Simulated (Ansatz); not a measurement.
AlBH2O2

```xyz
6

O    -0.9355    0.6442   -1.7393
Al   -0.0178   -0.7421   -1.4009
B     0.9735   -2.0969   -0.2566
O     0.4185   -1.1033    0.3897
H    -1.2737    1.2925   -1.1123
H     1.6242   -3.0726    0.0215
```

Method: RKS B3LYP-D4/def2-SVP in Ansatz.

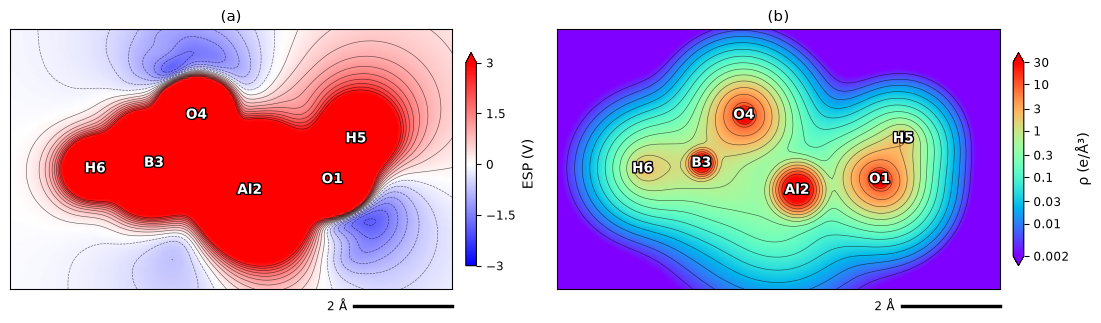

Figure 1. (a) molecular electrostatic potential; (b) electron density on the molecular plane.

### What do the fields say about this system?

The plane passes through O, Al, B and H nuclei. B–O (1.31 Å): ρ at the midpoint is about 2.4 e/Å³. Al–O (1.70 Å): ρ is about 0.84 e/Å³ halfway. Al–B (2.03 Å): the density is about 0.48 e/Å³ at the midpoint. O–H (0.96 Å): the density is about 3.6 e/Å³ at the midpoint. Al–O (1.88 Å): ρ is about 0.58 e/Å³ halfway. Outside the dense part of the molecule the potential is most negative (−1.9 V) near O1.

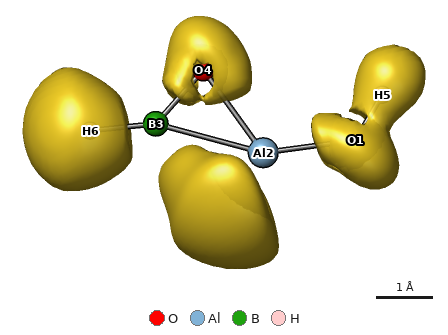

Figure 2. Isosurface of the electron localisation function at 0.8 (yellow), seen across its widest extent. Core shells and regions of very low density are left out.

### Identify the bonds, lone pairs and shells in this picture.

The surface consists of one region around a hydrogen nucleus, one region on O in which the atom's valence shell and bonds are merged, one lobe on Al, pointing away from the bonds (lone pairs) and one joined region spread over several atoms (H, O), in which their bonds and any lone pairs are merged. Along the contacts the grid gives the following. B–O (1.31 Å): the ELF peaks at about 0.90 between the atoms (a shared but strongly polarised pair). Al–O (1.70 Å): the ELF peaks at about 0.85 in the valence shell of O, 0.6 Å from its nucleus, and is about 0.35 at the midpoint.

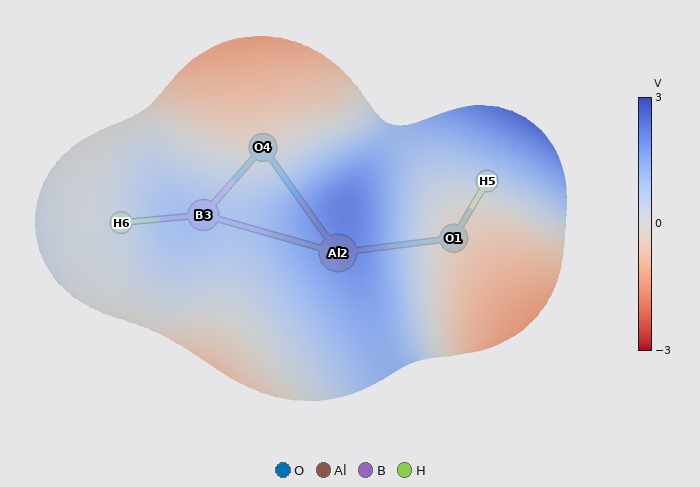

Figure 3. The electrostatic potential painted on the density surface at 0.002 e/bohr³, seen across its widest extent; red is negative and blue positive.

### Where is the surface potential most negative and most positive?

The most negative region (about −1.3 V, or −30 kcal/mol for a unit charge) lies over O1 and O4, the most positive (about +2.4 V, or +55 kcal/mol for a unit charge) over H5.

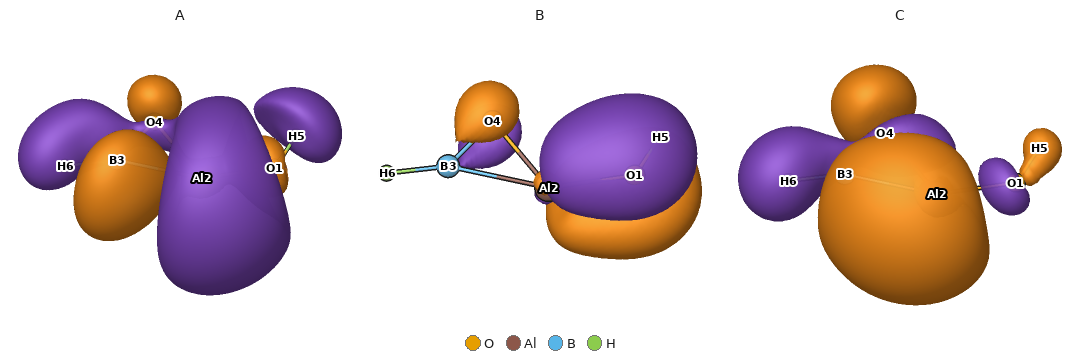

Figure 4. Three frontier orbitals at ±0.06 Å⁻³ᐟ² (orange and purple are the two phases), in no order.

### Order the three orbitals by energy and name them.

B is the HOMO−1 (−9.07 eV). By Hirshfeld shares it lies mainly on O1 (about 80 %); it changes sign across the molecular plane (π type). C is the HOMO (−6.01 eV). Its weight (Hirshfeld) is mainly on Al2 (about 45 %), O4 (about 25 %) and B3 (about 25 %); it is symmetric in the molecular plane (an in-plane orbital: σ, lone-pair or in-plane π type). A is the LUMO (−1.56 eV). It lies mainly on Al2 (about 50 %), B3 (about 25 %) and O1 (about 10 %); it is symmetric in the molecular plane (an in-plane orbital: σ, lone-pair or in-plane π type).

### What is the HOMO–LUMO gap?

4.45 eV between the orbital energies.
